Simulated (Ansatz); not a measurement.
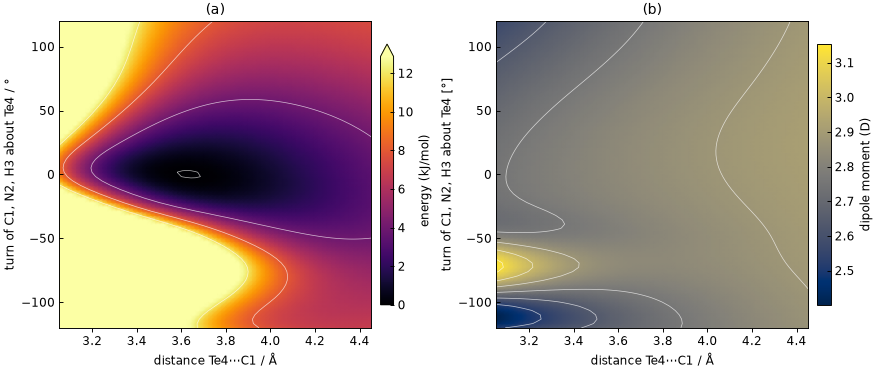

The pair CHN···H₂Te. The turn is about an axis along (0.14, 0.99, 0.05) in the frame of the relaxed pair, normal to the line between the partners. First axis: distance Te4···C1. Second axis: turn of C1, N2, H3 about Te4. The scan uses an 11 × 11 grid. Points are written as (first, second). All energies are given in kJ/mol relative to the lowest grid point. The calculation used RKS PBE0-D4/def2-TZVPD in Ansatz 0.2.0.

Panel (a) is the energy; panel (b) is the computed dipole moment, in D.

The picture shows a smooth colour map with a few white contour lines, one colour for all values above the top of the scale. Between grid points the surface is interpolated.

Q: How does the dipole moment vary over the map, and what is it at the lowest grid point?

A: Leaving out the highest fifth of the energies, it runs from 2.59 D at (3.108 Å, 120°) to 2.91 D at (4.452 Å, 24°). At the lowest grid point, (3.582 Å, 0°), it is 2.83 D.
